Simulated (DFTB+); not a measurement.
**Run report: C₂H₈FGeN, geometry relaxation (part 3 of 3)**

Continued. System: C₂H₈FGeN, SMILES C[N](C)[GeH2][F]. Method: GFN1-xTB, R-SCC, dispersion built in (DFTB+ 25.1). The geometry: force field. The settings are looser than a standard set-up, so the numbers are not reference values.

Geometry of the input (Å):
```
C  -0.9833  -0.9105  -0.5810
N  0.2820  -0.2320  -0.4925
C  1.0266  -0.8380  0.5805
Ge 0.1220  1.6046  -0.1132
F  -0.8068  2.3594  -1.4513
H  -1.6088  -0.7437  0.3520
H  -0.8895  -1.9435  -0.8231
H  -1.5717  -0.3906  -1.4302
H  0.5442  -0.7166  1.6155
H  2.0622  -0.3598  0.6844
H  1.2125  -1.9186  0.4072
H  -0.7516  1.7581  1.2144
H  1.3826  2.2964  0.0521
```

What the program printed, continued:
```
 iSCC Total electronic   Diff electronic      SCC error
    1   -0.18679486E+02    0.00000000E+00    0.35051191E-02
    2   -0.18679489E+02   -0.15957163E-03    0.23680874E-02
    3   -0.18679489E+02   -0.21595204E-05    0.75873763E-03
    4   -0.18679489E+02   -0.62779316E-06    0.47324640E-03
    5   -0.18679489E+02   -0.59153599E-07    0.11778004E-03
    6   -0.18679489E+02   -0.83416793E-08    0.27666232E-04
    7   -0.18679489E+02   -0.96429176E-09    0.80888157E-05
    8   -0.18679489E+02   -0.16239454E-09    0.36167634E-05
    9   -0.18679489E+02   -0.63309358E-11    0.12788463E-05
   10   -0.18679489E+02   -0.12860824E-11    0.65653359E-07
   11   -0.18679489E+02   -0.25224267E-12    0.66862987E-08

Total Energy:                      -18.5444862024 H         -504.6211 eV
Extrapolated to 0K:                -18.5444862024 H         -504.6211 eV
Total Mermin free energy:          -18.5444862024 H         -504.6211 eV
Force related energy:              -18.5444862024 H         -504.6211 eV

total energy  -1.8544486E+01 H       energy change -1.7143793E-04 H
gradient norm  1.0034419E-02 H/a0    max. gradient  6.2730781E-03 H/a0
step length    7.5477615E-02 a0      max. step      4.5107540E-02 a0

--------------------------------------------------------------------------------

***  Geometry step: 20

 iSCC Total electronic   Diff electronic      SCC error
    1   -0.18679502E+02    0.00000000E+00    0.23745504E-02
    2   -0.18679506E+02   -0.12294978E-04    0.18662831E-02
    3   -0.18679506E+02   -0.41838005E-05    0.11145751E-02
    4   -0.18679506E+02   -0.30960912E-06    0.46884328E-03
    5   -0.18679506E+02   -0.11170496E-06    0.13335790E-03
    6   -0.18679506E+02   -0.48450310E-08    0.19487941E-04
    7   -0.18679506E+02   -0.12629933E-08    0.47571552E-05
    8   -0.18679506E+02   -0.57294613E-10    0.27650405E-05
    9   -0.18679506E+02   -0.48459015E-11    0.40567448E-06
   10   -0.18679506E+02   -0.50448534E-12    0.42874196E-07
   11   -0.18679506E+02   -0.10658141E-13    0.90703832E-08

Total Energy:                      -18.5446296650 H         -504.6250 eV
Extrapolated to 0K:                -18.5446296650 H         -504.6250 eV
Total Mermin free energy:          -18.5446296650 H         -504.6250 eV
Force related energy:              -18.5446296650 H         -504.6250 eV

total energy  -1.8544630E+01 H       energy change -1.4346261E-04 H
gradient norm  7.6391152E-03 H/a0    max. gradient  3.8293911E-03 H/a0
step length    7.5543324E-02 a0      max. step      4.5577689E-02 a0

--------------------------------------------------------------------------------

***  Geometry step: 21

 iSCC Total electronic   Diff electronic      SCC error
    1   -0.18679559E+02    0.00000000E+00    0.17402830E-02
    2   -0.18679561E+02   -0.52623014E-04    0.88173101E-03
    3   -0.18679562E+02   -0.25953688E-05    0.60170663E-03
    4   -0.18679562E+02   -0.18230454E-06    0.26632791E-03
    5   -0.18679562E+02   -0.50345854E-07    0.70888443E-04
    6   -0.18679562E+02   -0.41822688E-08    0.22480729E-04
    7   -0.18679562E+02   -0.66715700E-09    0.20552410E-05
    8   -0.18679562E+02   -0.77712059E-10    0.10494060E-05
    9   -0.18679562E+02   -0.17337243E-11    0.82960325E-07
   10   -0.18679562E+02   -0.40856207E-12    0.20668625E-07
   11   -0.18679562E+02   -0.35527137E-14    0.76718839E-08

Total Energy:                      -18.5447040524 H         -504.6271 eV
Extrapolated to 0K:                -18.5447040524 H         -504.6271 eV
Total Mermin free energy:          -18.5447040524 H         -504.6271 eV
Force related energy:              -18.5447040524 H         -504.6271 eV

total energy  -1.8544704E+01 H       energy change -7.4387385E-05 H
gradient norm  4.5854212E-03 H/a0    max. gradient  1.7082918E-03 H/a0
step length    5.0843824E-02 a0      max. step      3.1438658E-02 a0

Geometry converged

--------------------------------------------------------------------------------
--------------------------------------------------------------------------------
Pre-SCC initialisation                 +       0.06 ( 11.5%)       0.06 (  7.8%)
SCC                                    +       0.36 ( 64.2%)       0.62 ( 75.9%)
Post-SCC processing                    +       0.13 ( 23.9%)       0.13 ( 16.2%)
--------------------------------------------------------------------------------
Missing                                +       0.00 (  0.3%)       0.00 (  0.1%)
Total                                  =       0.56 (100.0%)       0.82 (100.0%)
--------------------------------------------------------------------------------
```

Trajectory as extended XYZ (Å, eV, eV/Å), 15 of the 22 frames kept, from step=0 to step=21:
```
13
Properties=species:S:1:pos:R:3 step=0 energy=-504.20242
C    -0.9833   -0.9105   -0.5810
N     0.2820   -0.2320   -0.4925
C     1.0266   -0.8380    0.5805
Ge    0.1220    1.6046   -0.1132
F    -0.8068    2.3594   -1.4513
H    -1.6088   -0.7437    0.3520
H    -0.8895   -1.9435   -0.8231
H    -1.5717   -0.3906   -1.4302
H     0.5442   -0.7166    1.6155
H     2.0622   -0.3598    0.6844
H     1.2125   -1.9186    0.4072
H    -0.7516    1.7581    1.2144
H     1.3826    2.2964    0.0521
13
Properties=species:S:1:pos:R:3 step=2 energy=-504.50968
C    -1.0258   -0.8770   -0.5960
N     0.2938   -0.2300   -0.4888
C     1.0590   -0.8409    0.6162
Ge    0.0834    1.6046   -0.0909
F    -0.7948    2.3510   -1.4355
H    -1.5993   -0.7547    0.3364
H    -0.8873   -1.9492   -0.8203
H    -1.5607   -0.4063   -1.4116
H     0.5532   -0.7224    1.5890
H     2.0391   -0.3677    0.6790
H     1.2052   -1.9058    0.4074
H    -0.7365    1.7611    1.1838
H     1.3912    2.3025    0.0462
13
Properties=species:S:1:pos:R:3 step=3 energy=-504.52580
C    -1.0246   -0.8779   -0.5955
N     0.2946   -0.2294   -0.4853
C     1.0601   -0.8428    0.6180
Ge    0.0778    1.6056   -0.0850
F    -0.7911    2.3479   -1.4296
H    -1.5990   -0.7576    0.3336
H    -0.8883   -1.9451   -0.8185
H    -1.5624   -0.4066   -1.4129
H     0.5548   -0.7242    1.5852
H     2.0384   -0.3673    0.6782
H     1.2038   -1.9036    0.4079
H    -0.7336    1.7633    1.1752
H     1.3899    2.3028    0.0435
13
Properties=species:S:1:pos:R:3 step=4 energy=-504.54393
C    -1.0182   -0.8794   -0.5946
N     0.2947   -0.2275   -0.4768
C     1.0603   -0.8450    0.6170
Ge    0.0718    1.6074   -0.0745
F    -0.7829    2.3406   -1.4157
H    -1.6003   -0.7642    0.3290
H    -0.8902   -1.9371   -0.8148
H    -1.5668   -0.4066   -1.4168
H     0.5571   -0.7283    1.5809
H     2.0395   -0.3655    0.6771
H     1.2010   -1.9017    0.4086
H    -0.7302    1.7699    1.1588
H     1.3845    2.3025    0.0367
13
Properties=species:S:1:pos:R:3 step=6 energy=-504.56056
C    -1.0122   -0.8725   -0.5966
N     0.2920   -0.2190   -0.4666
C     1.0612   -0.8440    0.6118
Ge    0.0813    1.6051   -0.0684
F    -0.7713    2.3284   -1.3929
H    -1.6065   -0.7758    0.3241
H    -0.8899   -1.9329   -0.8116
H    -1.5700   -0.4081   -1.4197
H     0.5589   -0.7364    1.5831
H     2.0439   -0.3626    0.6755
H     1.1982   -1.9068    0.4072
H    -0.7381    1.7882    1.1458
H     1.3730    2.3016    0.0232
13
Properties=species:S:1:pos:R:3 step=8 energy=-504.56995
C    -1.0164   -0.8681   -0.5980
N     0.2903   -0.2119   -0.4632
C     1.0647   -0.8460    0.6138
Ge    0.0902    1.5987   -0.0621
F    -0.7651    2.3192   -1.3782
H    -1.6140   -0.7852    0.3203
H    -0.8850   -1.9313   -0.8115
H    -1.5691   -0.4091   -1.4205
H     0.5629   -0.7454    1.5865
H     2.0458   -0.3625    0.6737
H     1.1965   -1.9102    0.4030
H    -0.7528    1.8108    1.1417
H     1.3723    2.3059    0.0096
13
Properties=species:S:1:pos:R:3 step=9 energy=-504.57504
C    -1.0196   -0.8679   -0.5979
N     0.2892   -0.2106   -0.4614
C     1.0664   -0.8484    0.6158
Ge    0.0937    1.5956   -0.0556
F    -0.7633    2.3143   -1.3724
H    -1.6195   -0.7901    0.3184
H    -0.8804   -1.9301   -0.8125
H    -1.5682   -0.4088   -1.4216
H     0.5664   -0.7515    1.5890
H     2.0465   -0.3635    0.6725
H     1.1959   -1.9112    0.3993
H    -0.7630    1.8268    1.1405
H     1.3761    2.3104    0.0009
13
Properties=species:S:1:pos:R:3 step=10 energy=-504.58135
C    -1.0228   -0.8695   -0.5972
N     0.2875   -0.2121   -0.4578
C     1.0678   -0.8524    0.6180
Ge    0.0966    1.5940   -0.0445
F    -0.7624    2.3082   -1.3670
H    -1.6275   -0.7959    0.3163
H    -0.8735   -1.9284   -0.8150
H    -1.5668   -0.4077   -1.4237
H     0.5719   -0.7601    1.5927
H     2.0472   -0.3659    0.6712
H     1.1958   -1.9121    0.3936
H    -0.7766    1.8498    1.1392
H     1.3832    2.3172   -0.0109
13
Properties=species:S:1:pos:R:3 step=12 energy=-504.59017
C    -1.0234   -0.8743   -0.5955
N     0.2833   -0.2179   -0.4462
C     1.0673   -0.8594    0.6187
Ge    0.0964    1.6018   -0.0252
F    -0.7642    2.3001   -1.3650
H    -1.6392   -0.8026    0.3134
H    -0.8635   -1.9272   -0.8209
H    -1.5640   -0.4055   -1.4264
H     0.5814   -0.7735    1.5985
H     2.0472   -0.3722    0.6696
H     1.1978   -1.9142    0.3840
H    -0.7922    1.8847    1.1364
H     1.3936    2.3253   -0.0263
13
Properties=species:S:1:pos:R:3 step=14 energy=-504.59889
C    -1.0206   -0.8781   -0.5939
N     0.2754   -0.2142   -0.4249
C     1.0659   -0.8685    0.6185
Ge    0.0932    1.6213   -0.0112
F    -0.7686    2.2913   -1.3686
H    -1.6494   -0.8090    0.3083
H    -0.8557   -1.9296   -0.8297
H    -1.5580   -0.4047   -1.4261
H     0.5924   -0.7899    1.6057
H     2.0464   -0.3821    0.6686
H     1.2032   -1.9212    0.3727
H    -0.8004    1.9231    1.1333
H     1.3966    2.3269   -0.0377
13
Properties=species:S:1:pos:R:3 step=15 energy=-504.60427
C    -1.0196   -0.8796   -0.5928
N     0.2692   -0.2058   -0.4088
C     1.0663   -0.8754    0.6202
Ge    0.0906    1.6341   -0.0054
F    -0.7716    2.2843   -1.3712
H    -1.6560   -0.8150    0.3035
H    -0.8508   -1.9312   -0.8359
H    -1.5525   -0.4047   -1.4249
H     0.6006   -0.8035    1.6113
H     2.0461   -0.3897    0.6679
H     1.2070   -1.9274    0.3641
H    -0.8053    1.9526    1.1321
H     1.3965    2.3266   -0.0450
13
Properties=species:S:1:pos:R:3 step=16 energy=-504.60870
C    -1.0197   -0.8799   -0.5918
N     0.2638   -0.1959   -0.3948
C     1.0676   -0.8814    0.6231
Ge    0.0871    1.6429   -0.0033
F    -0.7742    2.2780   -1.3738
H    -1.6616   -0.8215    0.2988
H    -0.8465   -1.9314   -0.8408
H    -1.5473   -0.4049   -1.4239
H     0.6080   -0.8172    1.6167
H     2.0466   -0.3965    0.6674
H     1.2098   -1.9324    0.3562
H    -0.8085    1.9797    1.1318
H     1.3954    2.3258   -0.0505
13
Properties=species:S:1:pos:R:3 step=18 energy=-504.61651
C    -1.0207   -0.8777   -0.5897
N     0.2576   -0.1815   -0.3759
C     1.0714   -0.8878    0.6298
Ge    0.0761    1.6477   -0.0085
F    -0.7798    2.2695   -1.3825
H    -1.6690   -0.8343    0.2925
H    -0.8403   -1.9264   -0.8454
H    -1.5393   -0.4038   -1.4240
H     0.6189   -0.8422    1.6263
H     2.0509   -0.4063    0.6682
H     1.2103   -1.9354    0.3435
H    -0.8071    2.0208    1.1343
H     1.3914    2.3226   -0.0533
13
Properties=species:S:1:pos:R:3 step=20 energy=-504.62508
C    -1.0204   -0.8732   -0.5870
N     0.2532   -0.1781   -0.3570
C     1.0753   -0.8909    0.6364
Ge    0.0595    1.6490   -0.0136
F    -0.7888    2.2604   -1.3987
H    -1.6792   -0.8516    0.2886
H    -0.8305   -1.9150   -0.8479
H    -1.5322   -0.3987   -1.4277
H     0.6319   -0.8756    1.6388
H     2.0598   -0.4162    0.6719
H     1.2059   -1.9310    0.3271
H    -0.7990    2.0688    1.1369
H     1.3847    2.3175   -0.0526
13
Properties=species:S:1:pos:R:3 step=21 energy=-504.62710
C    -1.0202   -0.8722   -0.5863
N     0.2519   -0.1799   -0.3508
C     1.0759   -0.8919    0.6375
Ge    0.0561    1.6514   -0.0107
F    -0.7913    2.2562   -1.4029
H    -1.6837   -0.8573    0.2877
H    -0.8260   -1.9118   -0.8488
H    -1.5305   -0.3960   -1.4292
H     0.6367   -0.8865    1.6425
H     2.0624   -0.4188    0.6736
H     1.2040   -1.9291    0.3212
H    -0.7968    2.0855    1.1353
H     1.3817    2.3160   -0.0538
```

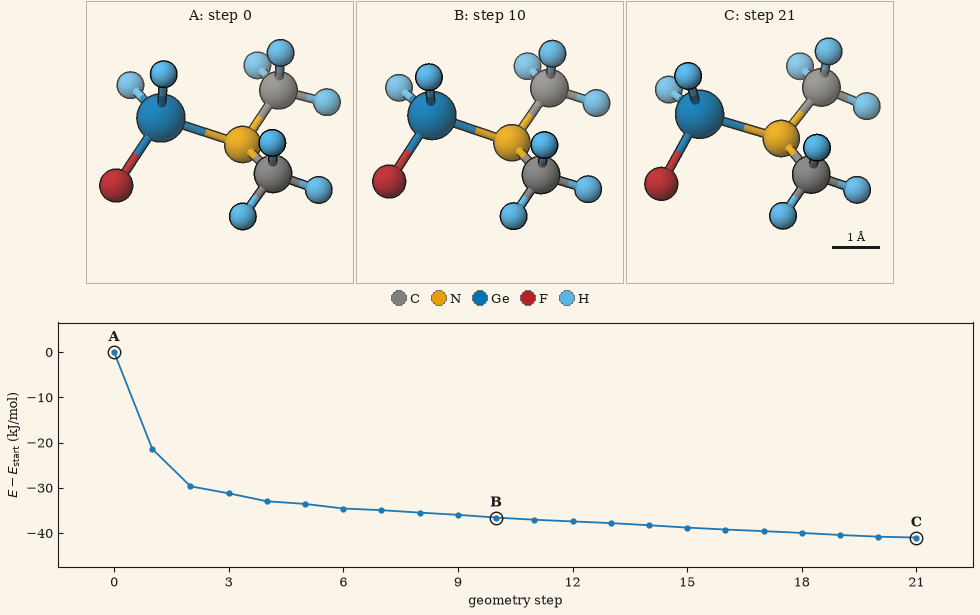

Fig. 1: Frames of the relaxation (ball-and-stick view, seen at a tilt) above the curves, on which the letters mark them (steps are counted from 0).

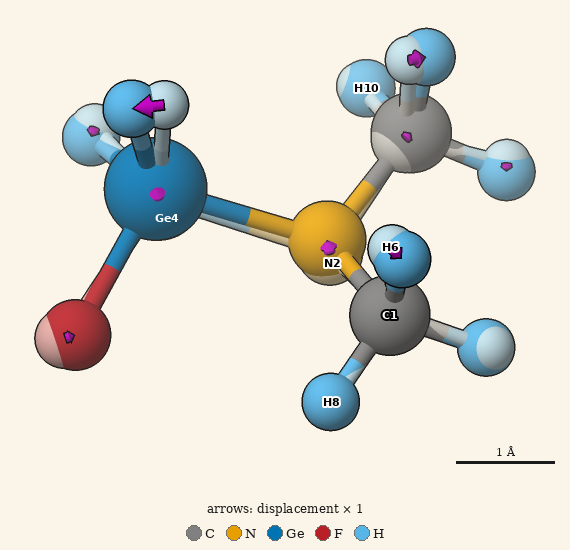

Fig. 2: Start (faint) and end (solid) with the displacements as pink arrows, at true length (ball-and-stick view, seen at a tilt). The two geometries are laid on each other by the best rigid fit. The energy falls by 41.0 kJ/mol in 21 geometry steps. The largest move after the best rigid fit is that of H12, 0.34 Å. By element the largest moves are H 0.34 Å, N 0.15 Å, Ge 0.13 Å, F 0.11 Å, C 0.09 Å. Distances before and after: Ge4–H12 1.597 → 1.493 Å, C1–H8 1.157 → 1.094 Å, Ge4–F5 1.795 → 1.738 Å, C3–H9 1.148 → 1.097 Å. Among the angles that change: N2–Ge4–H12 107.9° → 118.9°, C3–N2–Ge4 107.7° → 114.2°, N2–Ge4–H13 114.5° → 109.8°. (Atoms are counted from 1 in the order of the input.)

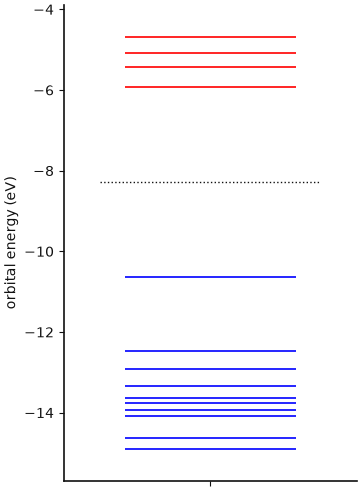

Fig. 3: Orbital energies near the frontier; the dotted line parts filled from empty levels, and levels within 0.02 eV of each other stand side by side. Highest filled −10.64 eV, lowest empty −5.93 eV, 4.71 eV apart.

Key numbers:

- outcome: converged
- Mermin free energy: −18.544704 hartree
- basis functions: 41
- largest force: 0.134 eV/Å
- HOMO: −10.64 eV
- LUMO: −5.93 eV
- dipole moment: 3.73 D
- wall time: 0.87 s
- peak memory: 0.071 GiB

Settings chosen away from the usual ones: gtol. These settings are looser than, or depart from, a standard set-up, so the numbers are not reference values for this system.
